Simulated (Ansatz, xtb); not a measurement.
Bond stretch in SeBe, lowest singlet found (which spin is the ground state isn't settled by this scan).

Levels: GFN1-xTB (xtb); RCCSD = CCSD on RHF/cc-pVDZ, cores with 3d frozen (Ansatz, a first-principles code); UKS-PBE = unrestricted PBE/cc-pVDZ (Ansatz); RCCSDT(Q) = CCSDT(Q) on RHF/cc-pVDZ, cores with 3d frozen run with Ansatz.

Energies are in mEh, each relative to the lowest point of its own curve between 1.54 and 2.24 Å, where full CI is lowest.

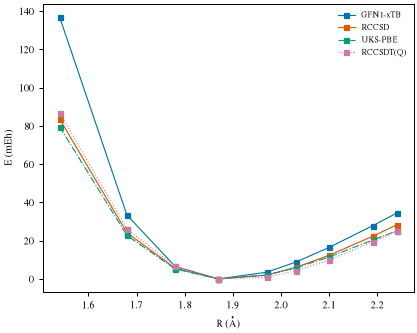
Figure. Energy against bond length for each method.

| R / Å | GFN1-xTB | RCCSD | UKS-PBE | RCCSDT(Q) |
|---|---|---|---|---|
| 1.54 | 137.1 | 83.7 | 79.7 | 87.0 |
| 1.68 | 33.4 | 24.1 | 22.8 | 26.2 |
| 1.78 | 6.6 | 5.6 | 5.2 | 6.6 |
| 1.87 | 0.0 | 0.0 | 0.0 | 0.0 |
| 1.97 | 3.5 | 2.0 | 2.0 | 0.8 |
| 2.03 | 8.7 | 6.0 | 5.7 | 4.2 |
| 2.10 | 16.5 | 12.4 | 11.5 | 9.9 |
| 2.19 | 27.8 | 22.3 | 20.3 | 19.2 |
| 2.24 | 34.4 | 28.2 | 25.2 | 25.0 |

At the longest distance, 2.24 Å, GFN1-xTB lies highest above its minimum (34.4 mEh) and RCCSDT(Q) lowest (25.0 mEh).

The scan ran from 1.54 to 7.36 Å; beyond the distances shown full CI changes its symmetry label. The T1 diagnostic of CCSD on the restricted reference of RCCSD, RCCSDT(Q) exceeds 0.045 at 2.24 Å. The unrestricted determinant behind UKS-PBE is spin-contaminated at 1.97 to 2.24 Å (<S²> up to 0.6, against 0.00 for a pure singlet).
